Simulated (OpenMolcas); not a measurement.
# C4H4Si (SMILES C#C[SiH2]C#C): levels of theory compared

Aim: a comparison of 6 runs (HF/STO-3G, B2PLYP/cc-pVDZ, BHLYP/cc-pVDZ, M06-2X/cc-pVDZ, M06-L/cc-pVDZ, CCSD(T)/cc-pVDZ) of C4H4Si. 

The results are computed with OpenMolcas 26.06.

1 further run of the same task is left out (set aside as unsound or not needed).

### 1 The molecule

The species is C4H4Si (9 atoms), meant as a singlet with charge 0. As SMILES, `C#C[SiH2]C#C`. The coordinates come from a PBE0-D4/def2-TZVP relaxation.

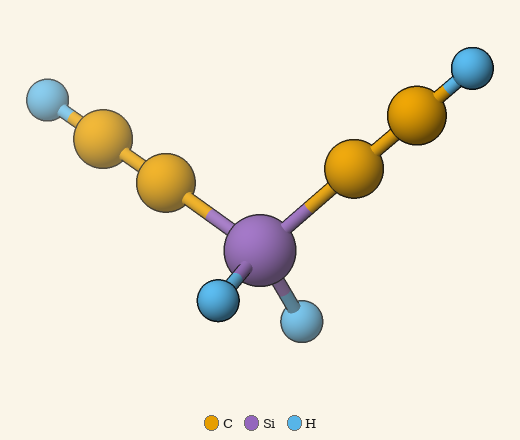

Viewed from a chosen angle; carbon amber, silicon purple, hydrogen blue.

### 2 Energy and forces at HF/STO-3G (run 1)

Contents of mol.inp:

```
&GATEWAY
BasLib
$CurrDir
Coord
9
angstrom
C        1.986100      -0.068000       1.693000
C        1.245000      -0.318200       0.775800
Si       0.139500      -0.713800      -0.616400
C       -1.252900       0.459600      -0.648400
C       -2.180600       1.228700      -0.681700
H        2.639600       0.155600       2.505100
H        0.896100      -0.611400      -1.885800
H       -0.384600      -2.089300      -0.450100
H       -2.999800       1.910300      -0.708600
Basis
STO-3G
Group
NoSym
&SEWARD
&SCF
Thresholds
1e-10 1e-07 1e-07 1e-05
PrOrbitals
1 1
&ALASKA
```

The basis set STO-3G is read from a file made from the Basis Set Exchange's data (not shown).

Started as:

```bash
export MOLCAS_MEM=1860
pymolcas mol.inp > mol.log
```

What it wrote:

```text
--- Start Module: gateway ---
[...]
--- Stop Module: gateway /rc=_RC_ALL_IS_WELL_ ---
[...]
      Basis functions           33
[...]
--- Start Module: scf ---
[...]
       Convergence after  12 Iterations
[...]
::    Total SCF energy                               -437.3994721110
[...]
      Total spin, S                                     0.0000000000
[...]
      Total electronic charge=   42.000000
      Total            charge=   -0.000000
[...]
      Dipole Moment (debye):
      Origin of the operator (angstrom)=    0.0203   -0.0623   -0.0515
                   X=  4.8212E-02               Y= -2.6228E-01               Z= -2.2780E-01           Total=  3.5072E-01
      Quadrupole Moment (debye*angstrom):
[...]
--- Stop Module: scf /rc=_RC_ALL_IS_WELL_ ---
--- Start Module: alaska ---
[...]
 *              Molecular gradients               *
 **************************************************
  Irreducible representation: a
 ------------------------------------------------------------------------------------------
                              X                       Y                       Z
 ------------------------------------------------------------------------------------------
  C1                5.49780316571891E-02    1.82125305448051E-02    6.76568109668718E-02
  C2               -5.24016571309853E-02   -1.69194392284744E-02   -6.40649361157037E-02
  SI3              -3.96102182850044E-03    2.17309199356466E-02    1.87742012260319E-02
  C4                6.54373557498329E-02   -5.36657935915081E-02    2.99750647039565E-03
  C5               -6.88726993423430E-02    5.68072576128120E-02   -2.76069733683759E-03
  H6               -5.57045790375632E-04   -1.20461043373488E-04   -6.11692076298187E-04
  H7                1.53639992144048E-02    2.24554042699762E-03   -2.56033468490173E-02
  H8               -1.07171244252504E-02   -2.77389125938869E-02    3.52646086010466E-03
[...]
--- Stop Module: alaska /rc=_RC_ALL_IS_WELL_ ---
[...]
```

Run time: 1.4 s. Hardware: 1 thread of Intel Xeon 6975P-C (Granite Rapids), shared host; peak memory 0.37 GiB.

### 3 The energy at B2PLYP/cc-pVDZ (run 2)

Contents of job.input:

```
* C4H4Si Kohn-Sham DFT

&GATEWAY
 BasLib=$CurrDir
 Coord
 9
 angstrom
 C        1.986100      -0.068000       1.693000
 C        1.245000      -0.318200       0.775800
 Si       0.139500      -0.713800      -0.616400
 C       -1.252900       0.459600      -0.648400
 C       -2.180600       1.228700      -0.681700
 H        2.639600       0.155600       2.505100
 H        0.896100      -0.611400      -1.885800
 H       -0.384600      -2.089300      -0.450100
 H       -2.999800       1.910300      -0.708600
 Basis=cc-pVDZ
 Group=NoSym

&SEWARD
 GridInput
 Grid=UltraFine
 End of Grid

&SCF
 KSDFT=B2PLYP_SCF
 Thresholds=1e-10 1e-07 1e-07 1e-05
 PrOrbitals=0

&MBPT2
 Frozen=9
```

The basis set cc-pVDZ is read from a file made from the Basis Set Exchange's data (not shown).

Started as:

```bash
export MOLCAS_MEM=1860
pymolcas job.input > job.log
```

What it wrote:

```text
--- Start Module: gateway ---
[...]
--- Stop Module: gateway /rc=_RC_ALL_IS_WELL_ ---
[...]
      Basis functions           94
[...]
--- Start Module: scf ---
[...]
       Convergence after  13 Iterations
[...]
::    Total KS-DFT energy                            -443.7034162296
[...]
      Total spin, S                                     0.0000000000
[...]
      Total electronic charge=   42.000000
      Total            charge=   -0.000000
[...]
      Dipole Moment (debye):
      Origin of the operator (angstrom)=    0.0203   -0.0623   -0.0515
                   X= -8.1358E-02               Y=  4.4517E-01               Z=  3.8572E-01           Total=  5.9462E-01
      Quadrupole Moment (debye*angstrom):
[...]
--- Stop Module: scf /rc=_RC_ALL_IS_WELL_ ---
[...]
--- Start Module: mbpt2 ---
[...]
 ###    WARNING: MP2 implementation intended for RHF references only         ###
 ###############################################################################
MBPT2 WARNING: Reference function according to RunFile:KS-DFT
I'll assume you know what you're doing and continue
WARNING!
Default frozen orbitals as non valence orbitals is overwritten by user input.
Default values:   6
[...]
       Reference weight ( Cref**2 )         =        0.70049
::    Total MBPT2 energy                             -444.4516383857
[...]
      Total MBPT2 calculations                           0.24      0.27
--- Stop Module: mbpt2 /rc=_RC_ALL_IS_WELL_ ---
[...]
```

Run time: 21 s. Hardware: 1 thread of Intel Xeon 6975P-C (Granite Rapids), shared host; peak memory 0.52 GiB.

Runs 3 to 5 aren't shown in full; the table further down has their settings and results.

### 4 A single-point energy at CCSD(T)/cc-pVDZ (run 6)

Contents of struct.xyz:

```xyz
9

C      1.986100    -0.068000     1.693000
C      1.245000    -0.318200     0.775800
Si     0.139500    -0.713800    -0.616400
C     -1.252900     0.459600    -0.648400
C     -2.180600     1.228700    -0.681700
H      2.639600     0.155600     2.505100
H      0.896100    -0.611400    -1.885800
H     -0.384600    -2.089300    -0.450100
H     -2.999800     1.910300    -0.708600
```

Contents of mol.inp:

```
&GATEWAY
 BasLib=$CurrDir
 Coord=struct.xyz
 Basis=cc-pVDZ
 Group=NoSym

&SEWARD

&SCF
 Thresholds=1e-10 1e-07 1e-07 1e-05
 PrOrbitals=1 1

&RASSCF
 FileOrb=$Project.ScfOrb
 Spin=1
 Nactel=0 0 0
 Inactive=21
 Ras2=0
 OutOrbitals=Canonical
 OrbListing=NoCore

&MOTRA
 JobIph
 Frozen=9

&CCSDT
 CCT
 Triples=2
 Iterations=80
 Accuracy=1e-08
 Extrapolation=5 4
```

The basis set cc-pVDZ is read from a file made from the Basis Set Exchange's data (not shown).

Started as:

```bash
export MOLCAS_MEM=1860
pymolcas mol.inp > mol.log
```

What it wrote:

```text
--- Start Module: gateway ---
[...]
--- Stop Module: gateway /rc=_RC_ALL_IS_WELL_ ---
[...]
      Basis functions           94
[...]
       Convergence after  14 Iterations
[...]
::    Total SCF energy                               -442.6282927096
[...]
      Total spin, S                                     0.0000000000
[...]
      Number of active orbitals                  0
[...]
      Spin quantum number                      0.0
[...]
      Active orbitals                            0
[...]
      Number of CSFs                             1
[...]
      Number of root(s) required                 1
[...]
      Convergence after  4 iterations
[...]
      Natural orbitals and occupation numbers for root  1
      ************************************************************************************************************************
      *                                                    Final results                                                     *
      ************************************************************************************************************************
[...]
::    RASSCF root number  1 Total energy:   -442.62829271
[...]
      Total electronic charge=   42.000000
      Total            charge=   -0.000000
[...]
      Dipole Moment (debye):
      Origin of the operator (angstrom)=    0.0203   -0.0623   -0.0515
                   X= -9.2719E-02               Y=  5.0732E-01               Z=  4.3956E-01           Total=  6.7763E-01
      Quadrupole Moment (debye*angstrom):
[...]
--- Start Module: motra ---
[...]
      *** WARNING: Default frozen orbitals is overwritten by user input.
      *** Default values:   6
[...]
--- Stop Module: motra /rc=_RC_ALL_IS_WELL_ ---
[...]
--- Start Module: ccsdt ---
[...]
      Convergence after                    17  Iterations
      Total energy (diff) :    -443.25860495       0.00000001
[...]
 METHOD                       : CCSD+T(CCSD)+<T3(1)WT1> = CCSD(T)
[...]
       CCSD     =      -443.2586049525027
[...]
--- Stop Module: ccsdt /rc=_RC_ALL_IS_WELL_ ---
[...]
```

Run time: 52 s. Hardware: 1 thread of Intel Xeon 6975P-C (Granite Rapids), shared host; peak memory 0.52 GiB.

### 5 All runs side by side

```
run            level      task  frozen core orbitals  energy (Eh)  dipole moment (D) of the reference  HOMO energy (eV)  LUMO energy (eV)  wall time
  1        HF/STO-3G  gradient                     –  -437.399472                                0.35             -8.82              9.47      1.4 s
  2   B2PLYP/cc-pVDZ    energy                     9  -443.905436                                0.59             -9.07              1.26       21 s
  3    BHLYP/cc-pVDZ  gradient                     –  -444.099872                                0.58             -9.14              0.93       27 s
  4   M06-2X/cc-pVDZ  gradient                     –  -444.112423                                0.52             -9.29              0.76       36 s
  5    M06-L/cc-pVDZ  gradient                     –  -444.174295                                0.47             -7.13             -0.91       39 s
  6  CCSD(T)/cc-pVDZ    energy                     9  -443.285874                                0.68            -10.83              3.50       52 s
```

### 6 Results

| quantity | value |
| --- | --- |
| run 6: total energy | -443.28587 Eh |
| run 6: dipole moment (mean-field density) | 0.68 D |
| run 6: HOMO energy (Hartree–Fock orbitals) | -10.83 eV |
| run 6: LUMO energy (Hartree–Fock orbitals) | 3.50 eV |
| run 6: HOMO–LUMO gap (Hartree–Fock orbitals) | 14.33 eV |
| run 6: correlation energy (9 core orbitals frozen) | -657.6 mEh |
| run 6: (T) correction | -27.27 mEh |

What this shows: Over runs 1, 2, 3, 4, 5 the dipole moment (its size) runs from 0.35 D (HF/STO-3G) to 0.59 D (B2PLYP/cc-pVDZ). The two ends differ in method and basis. The two dipoles point in opposite directions. A double hybrid's value is that of its SCF part. Over runs 1, 2, 3, 4, 5 the HOMO–LUMO gap runs from 6.23 eV (M06-L/cc-pVDZ) to 18.29 eV (HF/STO-3G). For B2PLYP the log adds the whole second-order term; the table takes 0.27 of it, as the functional is defined. Totals of different functionals can't be ranked against each other. In run 1 the basis is minimal, so the values are rough. All runs together took 2.9 min, the longest 52 s.
